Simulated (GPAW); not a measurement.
Consider ZnNi (Pm-3m).

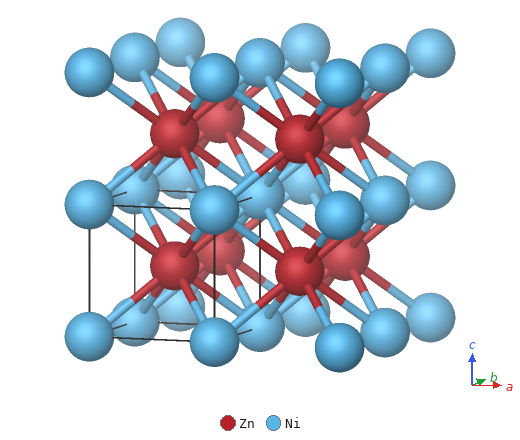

The structure (zinc red, nickel blue). 2×2×2 cells are drawn. Some periodic images of atoms are drawn too.

```cif
data_structure
_symmetry_space_group_name_H-M 'P 1'
_symmetry_Int_Tables_number 1
_cell_length_a 2.9083
_cell_length_b 2.9083
_cell_length_c 2.9083
_cell_angle_alpha 90.000
_cell_angle_beta 90.000
_cell_angle_gamma 90.000
_cell_volume 24.60
loop_
_atom_site_label
_atom_site_type_symbol
_atom_site_fract_x
_atom_site_fract_y
_atom_site_fract_z
_atom_site_occupancy
Zn1 Zn 0.50000 0.50000 0.50000 1
Ni2 Ni 0.00000 0.00000 0.00000 1
```

Absorber: atom 2, with 8 Zn at 2.52 Å and 6 Ni at 2.91 Å (cube and octahedron, as in bcc, site symmetry m-3m). Method: GPAW, LDA, excited-electron core hole (neutral cell), 18-atom cell with 6.5 Å between holes, 3×3×3 k points, dipole transitions, Gaussian full width 1.44 eV up to 4 eV, rising linearly to 3.5 eV at 25 eV.

The database entry behind the starting cell is an old determination (1936), so it need not match the best structure at ambient conditions.

Q: Where do the maxima of the Ni K edge fall?

Main maxima up to 30 eV above the zero (height): 1.0 eV (0.61), 7.0 eV (1.05), 9.4 eV (1.05), 17.1 eV (1.62) and 25.8 eV (0.95). A K edge sees empty p states, which here mix into the lowest empty bands, so that weight starts at the zero. The total-energy difference is 8311.60 eV. The tabulated edge of the element is 8333 eV. The functional leaves an error in such absolute values: in the free atom LDA prices this hole 17.6 eV below PBE (computed apart), and PBE is itself good to a few eV.

The Ni K spectrum (energy from the lowest empty level; intensity scaled to a mean of 1 over the first 20 eV):

```csv
E (eV),intensity
-2.0,0.00
-0.5,0.13
1.0,0.61
2.5,0.41
4.0,0.61
5.5,0.73
7.0,1.05
8.5,0.95
10.0,0.98
11.5,1.00
13.0,1.20
14.5,1.38
16.0,1.50
17.5,1.59
19.0,1.14
20.5,0.79
22.0,0.69
23.5,0.76
25.0,0.92
26.5,0.94
28.0,0.87
29.5,0.85
31.0,0.92
```

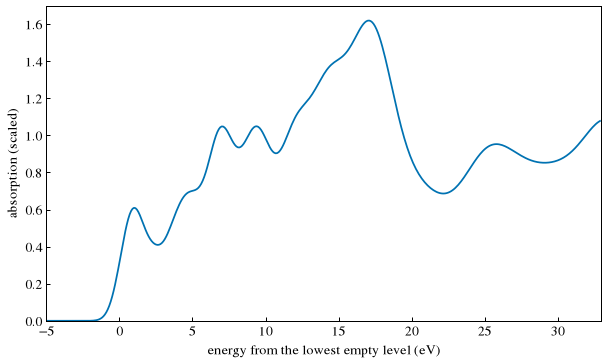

The Ni K edge.

The hole lies in one spin channel, while the script sums the empty states of both and takes the lower zero; where the two channels are split, this blurs and shifts the curve. Quadrupole 1s→3d transitions, which feed the pre-edge, are not in the dipole spectrum. The starting moments shrank to 0.01 μB or less, so this is hardly a magnetic state. The mesh is coarse (0.37 Å⁻¹ between points), so small maxima may be mesh ripples. The structure is a published determination, not relaxed.

[Banner, clock and machine lines of the logs are left out without a mark of their own.]

[Logs are printed without paths, hosts, clocks, repeated set-up lines and the standing remarks that a program may print on its own settings, such as how far it seeks lower states.]

[Hosts, paths, dates, database ids (printed as entryN), source tags and the programs' standing remarks are cut or masked in the printed files.]

[Lists of maxima count a maximum above −3 eV only where it reaches 4 % of the highest in the window and stands out from its surroundings by 2 % of it (1.5 % where it reaches 55 %); shoulders and weaker maxima are passed over, and of the rest the first, up to two pre-edge ones and the few strongest are named.]
